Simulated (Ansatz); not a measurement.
## What HgH2 (model cell, started as CdI2 type) distorts into

Wanted: the energy along a soft mode of HgH2 (model cell, started as CdI2 type) and the structure at the end.

Program: Ansatz 0.2.0. Level of theory: DFT PBE, scalar-relativistic, plane waves, PAW. Results are calculated unless marked as measured.

The structure was built from a prototype and need not be the compound's stable phase.

### 1. Set-up

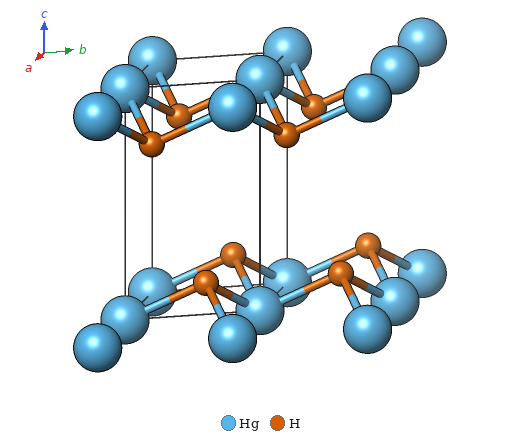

The cell as given, slightly off an axis (mercury blue, hydrogen orange). 2×2×1 cells are drawn. Bonds to atoms that aren't drawn are left out. Some periodic images of atoms are drawn too.

### 2. Phonons on a q mesh

The cell comes from relaxations at this level that are not shown. Stability and thermal properties need the whole zone. Linear response on a 3×3×2 q mesh gives force constants as far as a supercell of that size would.

input.yaml

```yaml
crystal:
  lattice:
    - [3.2683265306, 0.0, 0.0]
    - [-1.6341632653, 2.8304538034, 0.0]
    - [0.0, 0.0, 5.405765406]
  atoms:
    - { symbol: Hg, position: [0.0, 0.0, 0.0] }
    - { symbol: H, position: [0.3333333333, 0.6666666667, 0.1736023146] }
    - { symbol: H, position: [0.6666666667, 0.3333333333, 0.8263976854] }
kpoints:
  mp_grid: { grid: [12, 12, 8] }
hamiltonian:
  xc: pbe
scf:
  occupations: { method: methfessel_paxton, width: 0.15 }
output:
  eigenvalues: true
phonons:
  method: dfpt
  qmesh: [3, 3, 2]
  temperatures: { t_max: 1000, t_step: 50 }
  qpath:
    path:
      - [[0.0, 0.0, 0.0], [0.5, 0.0, 0.0], [0.33333333, 0.33333333, 0.0], [0.0, 0.0, 0.0], [0.0, 0.0, 0.5], [0.5, 0.0, 0.5], [0.33333333, 0.33333333, 0.5], [0.0, 0.0, 0.5]]
      - [[0.5, 0.0, 0.5], [0.5, 0.0, 0.0]]
      - [[0.33333333, 0.33333333, 0.5], [0.33333333, 0.33333333, 0.0]]
    npoints: 10
```

The run is started by

```
> ansatz run input.yaml --threads 4 --pin off --max-ram 7168MiB --backend cpu --events-out ev --progress --plain --runs-dir out
```

Numbers of over 12 decimals in the logs are rounded to 6 here.

Log:

```text
Warning: phonons: the dynamical matrix that this run interpolates holds no multipole term above the dipole-dipole one, and a site of this crystal is no centre of inversion, so its interpolated transverse optical and acoustic branches and sound speeds can stay off near Gamma, and the density of states and the thermodynamics with them. What a run solves at a wave vector of phonons.qpoints, Gamma apart, where the deck admits one, is free of this, and under fd what a larger phonons.supercell samples
Engine: ansatz 0.2.0, x86_64-unknown-linux-gnu
Pseudopotentials: kind: paw
Pseudopotential: Hg, paw, valence charge 20, recommended cutoff 420 eV (normal), Hg.paw.azcp
Pseudopotential: H, paw, valence charge 1, recommended cutoff 420 eV (normal), H.paw.azcp
Functional definition: PBE
  parameter kappa = 0.804
  parameter beta = 0.066725
  exchange = pbe_x(kappa = kappa, mu = beta*pi^2/3)
  correlation = pbe_c(beta = beta)
Crystal: 3 atoms, lattice volume = 50.008 Å³
Basis set: ecut = 420 eV, 991 PW (Γ), exchange–correlation on 48×48×80 points (8 copies of the dense FFT grid, shifted against one another)
Bands: 15, of which v1, the nominal top of the filled ones, is band 11 counted from 1 (10 counted from 0)
Symmetry: 12 space group operations
k-points: 131 of 1152
Non-local potential: Hg, projectors of the file, l = 0: 3, l = 1: 2, l = 2: 2, l = 3: 1
Non-local potential: H, projectors of the file, l = 0: 2, l = 1: 1
PAW form: soft (Blöchl's): semilocal exchange-correlation on the pseudo side does not see the compensation charge
PAW one-centre angular grid: Hg, 590 points (default); XC on 64 Gauss nodes
PAW one-centre angular grid: H, 110 points (default); XC on 64 Gauss nodes
Initial density: superposition of atomic densities (neutral atoms: chi_scale 0, normalization atom), corrected by the library's trained network
Initial wavefunctions: pseudopotential atomic-orbital guess
Functional: x = pbe(κ = 0.804, μ = 0.219515), c = pbe(β = 0.066725)
SCF iter   1: F=—  HF=-13843.138120 eV  |F-HF|=—  |Δ(HF+E_count)|=         —  Δρ=4.02e-3  dr2=5.81e-3  ethr=1.77e-3  ⟨swp⟩=5.3  Hψ=9560  notcnv=0
preconditioner: auto → none  [metal: Δε(μ)=0.046 eV  Ē_g=11.820 eV  σ=0.150 eV  W_gap=0.25  n_scr=10 (ndim 8)  ℏωp=19.6 eV  f_vac=0.304  D(μ)=0.37/eV (n_scr^D=0)  sad-step TF]
SCF iter   2: F=—  HF=-13843.137572 eV  |F-HF|=—  |Δ(HF+E_count)|=   5.48e-4  S|Δr|=    0.00e0  Δρ=2.02e-3  dr2=1.71e-3  ethr=2.64e-5  ⟨swp⟩=2.4  Hψ=3795  notcnv=0
SCF iter   3: F=—  HF=-13843.137290 eV  |F-HF|=—  |Δ(HF+E_count)|=   2.81e-4  S|Δr|=    0.00e0  Δρ=4.64e-4  dr2=1.07e-4  ethr=7.78e-6  ⟨swp⟩=2.3  Hψ=2413  notcnv=0
SCF iter   4: F=—  HF=-13843.137260 eV  |F-HF|=—  |Δ(HF+E_count)|=   3.07e-5  S|Δr|=    0.00e0  Δρ=9.84e-5  dr2=3.75e-6  ethr=4.84e-7  ⟨swp⟩=2.1  Hψ=2969  notcnv=0
SCF iter   5: F=—  HF=-13843.137267 eV  |F-HF|=—  |Δ(HF+E_count)|=   6.90e-6  S|Δr|=    0.00e0  Δρ=2.22e-5  dr2=1.24e-7  ethr=1.70e-8  ⟨swp⟩=2.0  Hψ=3202  notcnv=0
SCF iter   6: F=—  HF=-13843.137265 eV  |F-HF|=—  |Δ(HF+E_count)|=   2.08e-6  S|Δr|=    0.00e0  Δρ=3.28e-6  dr2=3.74e-9  ethr=5.65e-10  ⟨swp⟩=2.4  Hψ=3214  notcnv=0
SCF iter   7: F=—  HF=-13843.137265 eV  |F-HF|=—  |Δ(HF+E_count)|=   1.24e-9  S|Δr|=    0.00e0  Δρ=3.46e-7  dr2=5.33e-11  ethr=1.70e-11  ⟨swp⟩=2.0  Hψ=3018  notcnv=0
SCF iter   8: F=-13843.137265 eV  HF=-13843.137265 eV  |F-HF|=1.09e-11  |Δ(HF+E_count)|=  9.09e-12  S|Δr|=    0.00e0  Δρ=5.57e-8  dr2=1.57e-12  ethr=1.00e-12  ⟨swp⟩=5.8  Hψ=8235  notcnv=0
SCF 1 converged in 8 iterations: F = -13843.137265 eV  dr2 = 1.57e-12
  greatest PAW one-centre occupation: 1.000 electrons in one spin orbital (limit 2), on the Hg atom at site 0 (counted from 0), in its partial waves of l = 0
Initial density: read from a saved state, or passed on in memory by an earlier SCF of this step, an earlier step, the calling program or the single point that the run made first
iter 1 solved again at ethr=3.50e-8 eV; its pass at ethr=3.10e-3 eV (dr2=7.70e-6 eV) is discarded
SCF iter   1: F=—  HF=-13843.137262 eV  |F-HF|=—  |Δ(HF+E_count)|=         —  Δρ=3.14e-7  dr2=8.89e-11  ethr=3.50e-8  ⟨swp⟩=3.9  Hψ=15085  notcnv=0
eigensolver tolerance schedule: the retry pair's looser diagonalisation over-reported the residual by 86591.57 of it (diagonalisation noise at 43.71 of the residual, at the tolerance the schedule requests for it); recorded, not acted on — ethr = c·dr2/N_el stays at c = 1.0e-1
preconditioner: auto → LDOS  [metal: Δε(μ)=0.044 eV  Ē_g=11.865 eV  σ=0.150 eV  W_gap=0.25  n_scr=10 (ndim 8)  ℏωp=19.6 eV  f_vac=0.305  D(μ)=0.37/eV (n_scr^D=2)  β→1.0]
SCF iter   2: F=—  HF=-13843.137265 eV  |F-HF|=—  |Δ(HF+E_count)|=   2.05e-6  S|Δr|=    0.00e0  Δρ=3.82e-7  dr2=1.16e-10  ethr=1.00e-12  ⟨swp⟩=3.6  Hψ=4993  notcnv=0
SCF iter   3: F=—  HF=-13843.137265 eV  |F-HF|=—  |Δ(HF+E_count)|=  2.55e-11  S|Δr|=    0.00e0  Δρ=1.56e-7  dr2=2.23e-11  ethr=1.00e-12  ⟨swp⟩=1.0  Hψ=1965  notcnv=0
SCF iter   4: F=-13843.137265 eV  HF=-13843.137265 eV  |F-HF|=1.82e-12  |Δ(HF+E_count)|=  7.28e-12  S|Δr|=    0.00e0  Δρ=1.11e-7  dr2=9.76e-12  ethr=1.00e-12  ⟨swp⟩=1.2  Hψ=4763  notcnv=0
SCF 2 converged in 4 iterations: F = -13843.137265 eV  dr2 = 9.76e-12
phonons: the bands overlap, so this run is a metal and interpolates without the dipole-dipole term. If the crystal is really an insulator or semiconductor, its LO-TO splitting is missing
NSCF: frozen V_eff on 131 k-points
WARN: eigensolver did not converge (k=5): 1 band(s) unlocked after 20 sweeps at ethr=1.41e-12 eV (storage-precision floor; scheduled 1.00e-12 eV) (lowest unlocked band 14, counted from 0; max residual 3.54e-6 eV among the unlocked bands, 3.54e-6 eV over every band; other slots of this pass that fall short are told together in one closing line; warning suppressed until the next SCF loop or pass starts)
WARN: eigensolver did not converge in 4 slots of this pass, the one above among them; of largest residual over every band (k=12): 1 band(s) unlocked (lowest unlocked band 14, counted from 0; max residual 1.16e-5 eV among the unlocked bands, 1.16e-5 eV over every band); of lowest unlocked band (k=5): band 14
NSCF: frozen V_eff on 320 k-points
DFPT response loops at q = (0, 0, 0) (fractional): preconditioner auto → none (partly filled bands, converged f_vac=0.305); β = 0.50; Broyden in place of MSR1
NSCF: frozen V_eff on 640 k-points
DFPT response loops at q = (0, 0, -0.5) (fractional): mixed as the last ones told, above
NSCF: frozen V_eff on 1248 k-points
DFPT response loops at q = (0, 0.333333, 0) (fractional): mixed as the last ones told, above
NSCF: frozen V_eff on 1248 k-points
DFPT response loops at q = (0, 0.333333, -0.5) (fractional): mixed as the last ones told, above
NSCF: frozen V_eff on 1176 k-points
DFPT response loops at q = (0.333333, 0.333333, 0) (fractional): mixed as the last ones told, above
NSCF: frozen V_eff on 1176 k-points
DFPT response loops at q = (0.333333, 0.333333, -0.5) (fractional): mixed as the last ones told, above
WARN: phonons: 18 modes above zero would be rigid motions if what is in doubt were free, and are counted in the zero-point energy, free energy, entropy and heat capacity. With what each adds to F at 1000 K, by the weight of its row in the mesh: 0.37 cm⁻¹ (-0.000 eV; rigid weight 1.000, of which rotation 0.000), 0.37 cm⁻¹ (-0.000 eV; rigid weight 1.000, of which rotation 0.000), 0.65 cm⁻¹ (-0.000 eV; rigid weight 1.000, of which rotation 0.000), 0.65 cm⁻¹ (-0.000 eV; rigid weight 1.000, of which rotation 0.000), 0.76 cm⁻¹ (-0.000 eV; rigid weight 1.000, of which rotation 0.000), 0.76 cm⁻¹ (-0.000 eV; [rest of the remark cut]
SCF converged after 8 iterations
Stability not checked: this state was not tested for a lower state beside it, because cold or Methfessel-Paxton smearing, or corrected tetrahedra, fill the levels in a way that the test cannot read (fill_not_monotonic; see scf.lower_state_search)
Free energy (F): -13843.137265 eV
Harris-Foulkes:  -13843.137265 eV  (|F-HF|=1.09e-11)
Internal energy: -13843.136807 eV  (E = F + TS)
E sigma→0 (E₀):  -13843.137150 eV
Entropy (-TS):   -0.000457 eV (-0.152 meV/atom)
Fermi energy:    4.971414 eV
--- Per-component energies (eV) ---
  E_band       = -578.261344
  E_kinetic    = 627.256960
  E_local      = -4234.445779  (includes V_loc(G=0)·N_el)
  E_nonlocal   = 74.991304
  E_hartree    = 1839.405465
  E_xc         = -236.919786
  E_vxc        = -283.628137  (∫ρ·V_xc dr)
  E_paw        = -9944.725742  (= ΣΔE_a)
  E_vpaw       = -441.245813  (= ΣTr[D̂ρ^β])
  E_aug_tail   = -0.000908  (compensation charges beyond the density's cutoff)
  E_ewald      = -1968.698323
  E_smearing   = -0.000457  (= −TS)
  E_closure    = 0.000000  (closes the sum)
  Σ components = -13843.137265   (vs F -13843.137265, Δ=0.00e0)
--- Band table (eV; the first three rows and the last of 131) ---
  k-point 0: bands = [... 7 lower, -1.3246, -1.1053, -1.1053, 1.9928, 9.3076, 12.9025, 13.8901, 18.1076]
  k-point 1: bands = [... 7 lower, -1.3103, -1.1055, -1.1055, 1.9168, 9.4662, 12.8700, 13.9875, 18.1321]
  k-point 2: bands = [... 7 lower, -1.2737, -1.1059, -1.1059, 1.7376, 9.8589, 12.7790, 14.3043, 18.1926]
  k-point 130: bands = [... 7 lower, -1.5604, -1.1350, 3.7531, 3.7531, 4.1485, 10.1537, 10.8004, 10.8004]
--- Phonons (Γ-DFPT): 4 representative perturbations + reference (Σ response iterations 14) ---
  ASR residual: 3.384e-5 → 0.000e0 eV/Å²; symmetrization residual: 4.401e-7 eV/Å²
  ASR residual per site (eV/Å²): 3.38e-5 2.33e-6 2.33e-6
  Γ frequencies (cm⁻¹): -634.26 -634.26 -329.01 -329.01 0.00 0.00 0.00 683.88 898.81
--- Phonons (arbitrary-q DFPT): 6 irreducible q on the 3×3×2 mesh ---
  q = [0.0000, 0.0000, 0.0000] (star 1, of the zone-centre solve; hermiticity 2.56e-7, symmetrization 2.67e-13): -634.26 -634.26 -329.01 -329.01 -0.00 0.00 0.00 683.88 898.81
  q = [0.0000, 0.0000, -0.5000] (star 1, 4 solved perturbations in 902 linear systems a pass and spin channel, the states on 320 of 1152 k-point pairs; hermiticity 1.07e-7, symmetrization 2.79e-12): -646.45 -646.45 -330.05 -330.05 0.72 0.72 7.45 709.39 885.74
  q = [0.0000, 0.3333, 0.0000] (star 6, 6 solved perturbations on 624 of 1152 k-point pairs; hermiticity 1.89e-7, symmetrization 7.18e-13): -841.47 -40.49 35.95 87.40 302.30 401.32 684.49 753.34 859.19
  q = [0.0000, 0.3333, -0.5000] (star 6, 6 solved perturbations on 624 of 1152 k-point pairs; hermiticity 2.13e-7, symmetrization 1.64e-12): -839.40 -38.75 36.01 87.00 301.75 400.17 685.38 757.13 857.03
  q = [0.3333, 0.3333, 0.0000] (star 2, 4 solved perturbations in 1600 linear systems a pass and spin channel, the states on 588 of 1152 k-point pairs; hermiticity 2.60e-7, symmetrization 2.59e-8): -390.60 -390.60 -55.55 103.71 103.71 548.60 627.68 843.99 843.99
  q = [0.3333, 0.3333, -0.5000] (star 2, 4 solved perturbations in 1600 linear systems a pass and spin channel, the states on 588 of 1152 k-point pairs; hermiticity 2.67e-7, symmetrization 2.45e-8): -403.06 -403.06 -55.68 102.17 102.17 546.87 627.35 844.35 844.35
  sum rule: each row above includes the acoustic sum rule's correction from the zone centre's row sums; it moved no ω² by more than (0.79 cm⁻¹)²
  mesh force constants: q→R imaginary residual 1.52e-16; ASR residual 3.384e-5 → 0.000e0 eV/Å²; symmetrization residual 8.882e-16 eV/Å²
  interpolated dispersion: 93 rows × 9 modes
  density of states and harmonic sums: on the 24×24×12 q-mesh, interpolated from the force constants of a 3×3×2 supercell (no non-analytic term)
  largest difference from the sums on the solved wave vectors: F 7.88e-2 eV, S 9.44e-5 and C_V 3.49e-5 eV/K
  zero-point energy: 0.178587 eV/cell   skipped modes (ω ≤ 0): 1648, of them read as no rigid motion or as one in doubt: 1645 (2.429e0 modes/cell left out, lowest -906.94 cm⁻¹)   rigid motions above zero, counted: 18   left out of the sums: 2.70e-1 of the cell's modes: C_V's classical limit lies that fraction below 3 k_B per atom; for a crystal, a wire or a layer, F and S can be off by more, and a phonons.interpolated_qmesh denser along its periods is the remedy for the sampling
```

Elapsed: 2.3 min, on 4 threads of Intel Xeon Platinum 8488C (Sapphire Rapids), shared host; peak memory 1.3 GiB; 8.8 min of CPU time.

Reading the cycles: dr2 is the Hartree energy of the density residual (eV), the measure of convergence; HF is the Harris–Foulkes estimate of the energy, which meets the free energy F at convergence.

This step gave:

* volume per atom: 16.67 Å³
* gap on the k-mesh: 0 eV
* sum-rule residual before enforcement: 3.38e-5 eV/Å²
* lowest frequency on the path: -906.9 cm⁻¹
* point group: -3m
* highest frequency on the path or at a solved wavevector: 903.5 cm⁻¹
* highest optical mode at the zone centre (no LO-TO term): 898.8 cm⁻¹
* lowest optical zone-centre mode: -634.3 cm⁻¹
* lowest mode on the q mesh (acoustic modes at Γ apart): -841.5 cm⁻¹

Frequencies (cm⁻¹) solved at each irreducible wavevector; negative means imaginary. Frequencies by wavevector, by row:

```
q in reciprocal lattice units  star  mode 1  mode 2  mode 3  mode 4  mode 5  mode 6  mode 7  mode 8  mode 9
                        0 0 0     1  -634.3  -634.3    -329    -329       0       0       0   683.9   898.8
                     0 0 -0.5     1  -646.5  -646.5  -330.1  -330.1     0.7     0.7     7.5   709.4   885.7
                   0 0.3333 0     6  -841.5   -40.5      36    87.4   302.3   401.3   684.5   753.3   859.2
                0 0.3333 -0.5     6  -839.4   -38.8      36      87   301.8   400.2   685.4   757.1     857
              0.3333 0.3333 0     2  -390.6  -390.6   -55.5   103.7   103.7   548.6   627.7     844     844
           0.3333 0.3333 -0.5     2  -403.1  -403.1   -55.7   102.2   102.2   546.9   627.4   844.4   844.4
```

Interpolated from a 3×3×2 q mesh. The phonon branches at the labelled points (cm⁻¹):

```
    point  branch 1  branch 2  branch 3  branch 4  branch 5  branch 6  branch 7  branch 8  branch 9
        Γ      -634      -634      -329      -329         0         0         0       684       899
        M      -907       -41        38        97       320       599       742       814       902
        K      -391      -391       -56       104       104       549       628       844       844
        Γ      -634      -634      -329      -329         0         0         0       684       899
        A      -646      -646      -330      -330         1         1         8       709       886
        L      -905       -41        39        97       317       592       744       816       904
        H      -403      -403       -56       102       102       547       627       844       844
        A      -646      -646      -330      -330         1         1         8       709       886
jump to L      -905       -41        39        97       317       592       744       816       904
        M      -907       -41        38        97       320       599       742       814       902
jump to H      -403      -403       -56       102       102       547       627       844       844
        K      -391      -391       -56       104       104       549       628       844       844
```

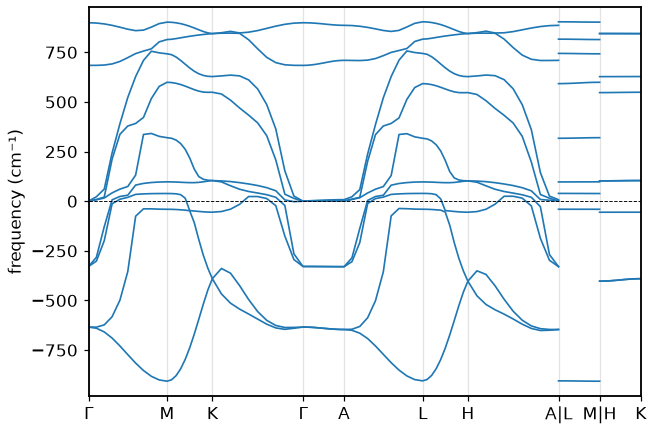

Phonon branches along the path.

Symmetry leaves 6 wavevectors to solve. The lowest mode among them, the acoustic zeros apart, lies at q = (0, 0.333, 0) and is imaginary, 841.5i cm⁻¹, so the energy falls along it. Between them the interpolated path dips to 907i cm⁻¹.

### 3. The mode frozen in, largest atomic shift 0 Å

The mode followed lies at q = (0, 0, -0.5) with frequency 646.5i cm⁻¹ and is 2-fold degenerate, one of the unstable modes though not the softest. At small amplitude the distorted cell has space group no. 12 by a symmetry search on the positions. The undistorted cell that holds it gives the zero of energy on the same k mesh.

System of this step: HgH2 (model cell, started as CdI2 type). The structure is trigonal, space group P-3m1 (No. 164). Conventional cell: a = 3.268 Å, b = 3.268 Å, c = 5.406 Å, α = 90.00°, β = 90.00°, γ = 120.00°. Nearest to Hg lie 6 H at 2.11 Å. Nearest to H lie 3 Hg at 2.11 Å. Farther neighbours are not listed.

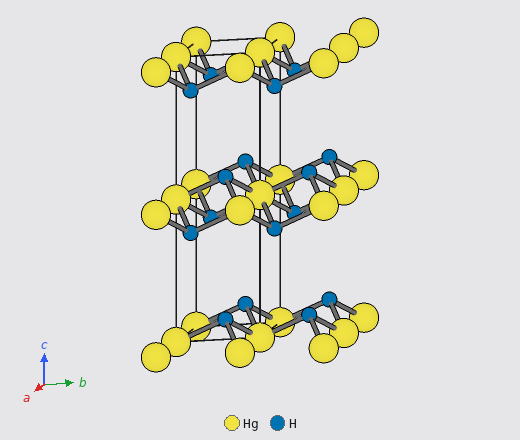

The cell of this step (mercury yellow, hydrogen blue). Bonds to atoms that aren't drawn are left out. 2×2×1 cells are drawn. Some periodic images of atoms are drawn too.

input.yaml

```yaml
crystal:
  lattice:
    - [3.2683265306, 0.0, 0.0]
    - [-1.6341632653, 2.8304538034, 0.0]
    - [0.0, 0.0, 10.8115308121]
  atoms:
    - { symbol: Hg, position: [0.0, 0.0, 0.0] }
    - { symbol: Hg, position: [0.0, 0.0, 0.5] }
    - { symbol: H, position: [0.3333333333, 0.6666666667, 0.0868011573] }
    - { symbol: H, position: [0.3333333333, 0.6666666667, 0.5868011573] }
    - { symbol: H, position: [0.6666666667, 0.3333333333, 0.4131988427] }
    - { symbol: H, position: [0.6666666667, 0.3333333333, 0.9131988427] }
kpoints:
  mp_grid: { grid: [12, 12, 4] }
hamiltonian:
  xc: pbe
scf:
  occupations: { method: methfessel_paxton, width: 0.15 }
output:
  forces: true
  stress: true
  eigenvalues: true
```

Log:

```text
[...]
Crystal: 6 atoms, lattice volume = 100.016 Å³
Basis set: ecut = 420 eV, 1981 PW (Γ), exchange–correlation on 48×48×150 points (8 copies of the dense FFT grid, shifted against one another)
Bands: 28, of which v1, the nominal top of the filled ones, is band 22 counted from 1 (21 counted from 0)
Symmetry: 24 space group operations
[...]
k-points: 69 of 576
[...]
k-point 0: bands = [... 18 lower, -1.1053, -1.1053, 1.4919, 1.9928, 9.3076, 10.4525, 12.6112, 12.9025, ... 2 higher]
  k-point 1: bands = [... 18 lower, -1.1055, -1.1055, 1.5632, 1.9168, 9.4662, 10.2722, 12.6667, 12.8700, ... 2 higher]
  k-point 2: bands = [... 18 lower, -1.1059, -1.1059, 1.7376, 1.7376, 9.8589, 9.8589, 12.7790, 12.7790, ... 2 higher]
  k-point 68: bands = [... 18 lower, 3.7197, 3.7197, 3.7197, 3.7197, 4.0918, 4.0918, 10.6765, 10.6765, ... 2 higher]
[key lines of the parts left out:]
SCF converged after 6 iterations
Free energy (F): -27686.274529 eV
Fermi energy:    4.971429 eV
P = ⅓ Tr σ = 0.0027 GPa (0.027 kbar)
```

Wall time 1.4 s (4 threads); peak memory 0.52 GiB.

This step gave:

```
pressure                         : 0.002742 GPa
energy from the undistorted cell : 0 meV/atom
```

The run ends at a pressure of 0.00 GPa, with forces up to 2.3e-4 eV/Å.

[end of part 1 of 3]

[Logs are printed without paths, hosts, clocks, repeated set-up lines and the standing remarks that a program may print on its own settings, such as how far it seeks lower states.]

[Hosts, paths, dates, database ids (printed as entryN), source tags and the programs' standing remarks are cut or masked in the printed files.]
